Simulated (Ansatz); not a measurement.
# How thick a slab does the work function of Ba need?

Slabs of Ba from 1 to 13 layers are run on 3 faces. From which thickness on does the work function stay within 0.05 eV of the thickest slab's, and does that depend on the face?

**Method.** Ansatz 0.2.0, plane waves with PAW datasets (its set soft_2), PBE; symmetric slabs at bulk places and the tabulated experimental lattice constant, 18 Å of vacuum, one k-mesh a face (spacing 0.16 Å⁻¹, 2π included), Fermi-Dirac smearing of 0.1 eV.

What came out:

| layers | Ba(100) (eV) | Ba(110) (eV) | Ba(111) (eV) |
| --- | --- | --- | --- |
| 1 | 2.368 | 2.387 | 2.702 |
| 2 | 2.332 | 2.429 | 2.348 |
| 3 | 2.353 | 2.439 | 2.435 |
| 4 | 2.360 | 2.440 | 2.362 |
| 5 | 2.369 | 2.440 | 2.410 |
| 6 | 2.362 | 2.440 | 2.389 |
| 7 | 2.364 | 2.440 | - |
| 8 | 2.365 | 2.439 | 2.399 |
| 10 | 2.364 | 2.440 | 2.393 |
| 11 | - | - | 2.394 |
| 13 | 2.364 | 2.439 | 2.394 |

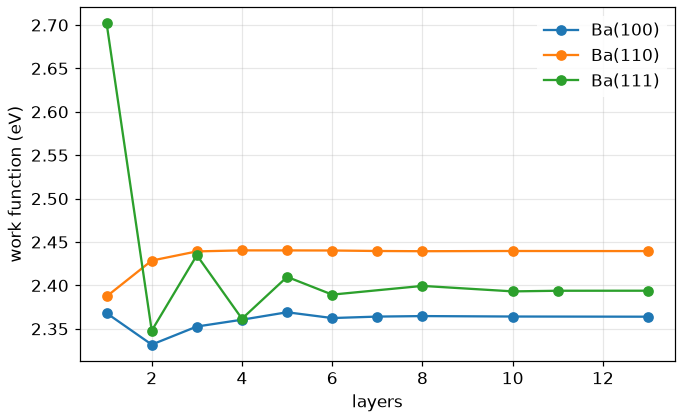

Work function against thickness.

What this shows: Within 0.05 eV of the 13-layer value: Ba(100) from 1 layer on, Ba(110) from 2 layers on and Ba(111) from 2 layers on. In length between the outer atoms these thicknesses are 0.0 Å, 3.5 Å and 1.4 Å. From four layers on the values span 0.001 to 0.048 eV, most on Ba(111). Thirteen layers cost about 8 to 11 times the CPU time of four.

Caveats: The 13-layer slab is the reference and is itself not proved converged. Thicknesses missing from the table have no sound run at this vacuum, and where values alternate they could fall outside the band. The smearing damps swings with thickness. The slabs are unrelaxed and unreconstructed, and the CPU ratio is rough.
